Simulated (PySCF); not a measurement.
# C3H8BSi (SMILES BC1C[SiH]C1) (doublet): what the fields show

```xyz
13

B     1.6011   -0.3069    0.2892
C     0.3785   -0.0589   -0.6374
C    -0.1585    1.2031    0.1211
Si   -1.8538    0.3409    0.3329
C    -0.8422   -1.0015   -0.5760
H     2.6087    0.2508    0.0788
H     1.4890   -0.9674    1.2509
H     0.6001    0.2056   -1.6711
H     0.3428    1.3749    1.0785
H    -0.0623    2.1175   -0.4589
H    -2.2682    0.0650    1.7173
H    -0.6617   -1.8978    0.0163
H    -1.1779   -1.3247   -1.5593
```

Geometry: GFN2-xTB.

Theory: UKS B3LYP, pcH-1 on B C H Si, non-relativistic, mean-field spin-orbit, GIAO in PySCF 2.14.0, density-fitted response routines.

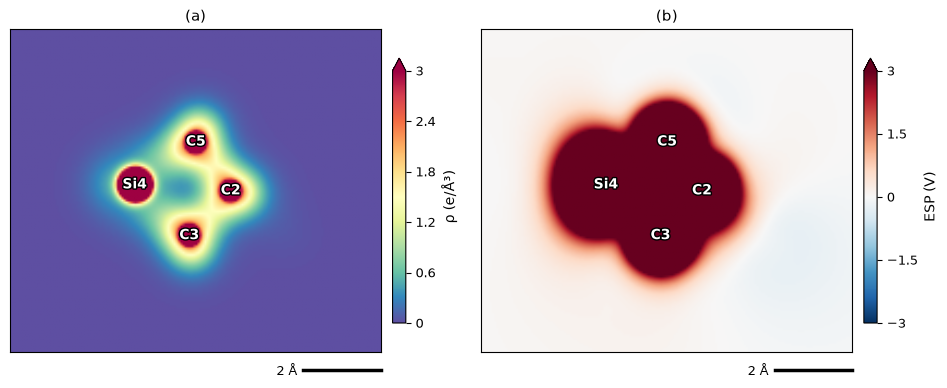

Figure 1. (a) electron density; (b) electrostatic potential on the plane of atoms C3, Si4 and C5.

Question: What do the fields say about this system?

Answer: The plane passes through C and Si nuclei.
C–C (1.54 Å): ρ is about 1.6 e/Å³ halfway.
C–Si (1.91 Å): ρ is about 0.87 e/Å³ halfway.
The potential has no marked negative region in this plane.

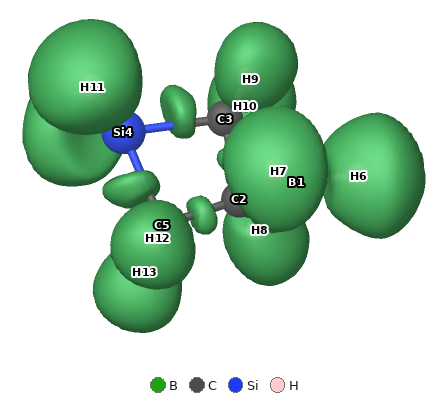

Figure 2. Isosurface of the ELF at 0.85 (green), seen at a tilt. Core shells and regions of very low density are left out.

Question: What do the ELF domains correspond to?

Answer: The ELF exceeds this value in one region between bonded B–C atoms (shared pairs), two regions between bonded C–C atoms (shared pairs), two regions between bonded C–Si atoms (shared pairs), eight regions around hydrogen nuclei and one lobe on Si, pointing away from the bonds (non-bonding electrons). Along the contacts the grid gives the following. C–C (1.54 Å): the ELF peaks at about 0.95 between the atoms (a shared electron pair). C–B (1.55 Å): the ELF peaks at about 0.95 between the atoms; localised, covalent bonding.

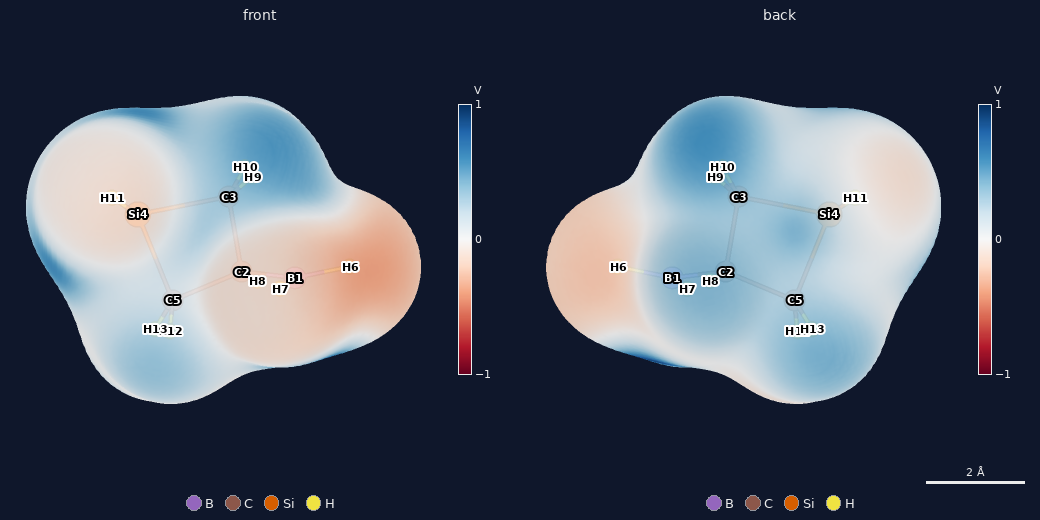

Figure 3. The molecular electrostatic potential painted on the density surface at 0.001 e/bohr³, seen from the front and from behind; the colour scale runs from red (negative) to blue (positive).

Question: Describe the electrostatic potential map.

Answer: The most negative region (about −0.4 V) lies over H6, the most positive (about +0.8 V) over B1.
